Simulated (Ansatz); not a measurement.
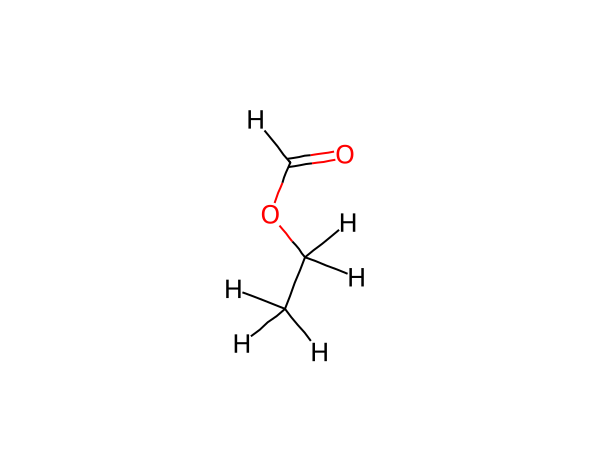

A structural formula.

**Write the SMILES.**

CCOC=O

**What is the molecular formula?**

C3H6O2.

**An optimisation with PBE0-D4/def2-TZVP gave a structure of which point group?**

C1. Other conformers may differ.

The parts below concern this one geometry. Atoms keep their numbers from picture to picture. Computed geometry: PBE0-D4/def2-TZVP optimisation. No frequency run is at hand to confirm it as a minimum.

**Shape**

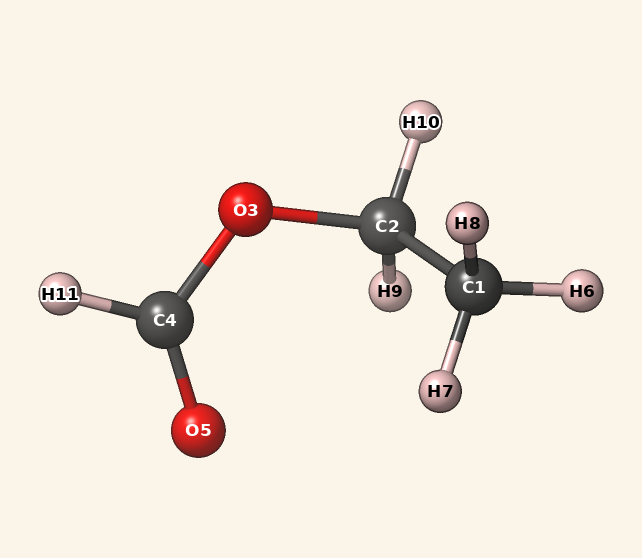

No frequency run is at hand to confirm it as a minimum.

List the bonds and their lengths.

| bond | length (Å) | order |
| --- | --- | --- |
| C1–C2 | 1.509 | single |
| C1–H6 | 1.092 | single |
| C1–H7 | 1.091 | single |
| C1–H8 | 1.092 | single |
| C2–O3 | 1.438 | single |
| C2–H9 | 1.091 | single |
| C2–H10 | 1.090 | single |
| O3–C4 | 1.329 | single |
| C4–O5 | 1.197 | double |
| C4–H11 | 1.100 | single |

**Charges**

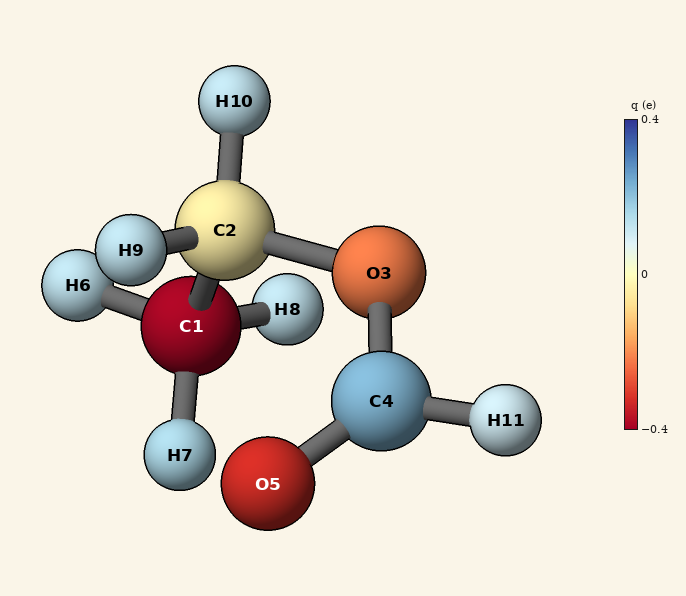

Atoms are coloured by their Mulliken charges. No frequency run is at hand to confirm it as a minimum. Properties computed with RKS PBE0-D4/def2-TZVP (Ansatz 0.2.0).

Give the Mulliken charges atom by atom.

```
atom  value (e)
  C1      −0.39
  C2      −0.04
  O3      −0.22
  C4       0.21
  O5      −0.32
  H6       0.13
  H7       0.15
  H8       0.12
  H9       0.13
 H10       0.12
 H11       0.10
```

**Levels of theory compared**

No frequency run is at hand to confirm it as a minimum. Program: Ansatz 0.2.0.

Tabulate HOMO–LUMO gap (eV) at these levels: B3LYP-D4/def2-TZVPP; PBE-D4/def2-TZVPP; PBE0-D4/def2-TZVPP; r2SCAN-D4/def2-TZVPP; ωB97M-V/def2-TZVPP; ωB97X-V/def2-TZVPP.

```
               level  HOMO–LUMO gap (eV)
 B3LYP-D4/def2-TZVPP                7.81
   PBE-D4/def2-TZVPP                5.53
  PBE0-D4/def2-TZVPP                8.38
r2SCAN-D4/def2-TZVPP                6.14
  ωB97M-V/def2-TZVPP               13.11
  ωB97X-V/def2-TZVPP               13.29
```

**Dipole moment**

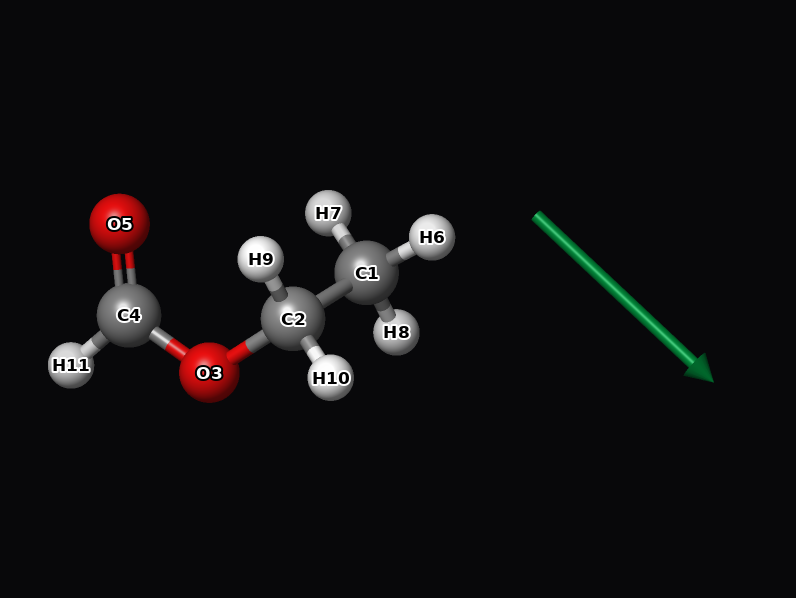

The arrow beside the molecule shows the direction of the dipole moment, from the negative to the positive end (its length means nothing). No frequency run is at hand to confirm it as a minimum. Level of theory: RKS ωB97M-V/def2-TZVPP (Ansatz 0.2.0).

**Estimate the dipole moment.**

1.95 D; it points from the side of O5 to the side of H8, H10 (the outermost atoms at the two ends).

Mulliken values depend strongly on the basis set and can even reverse the polarity of a bond.
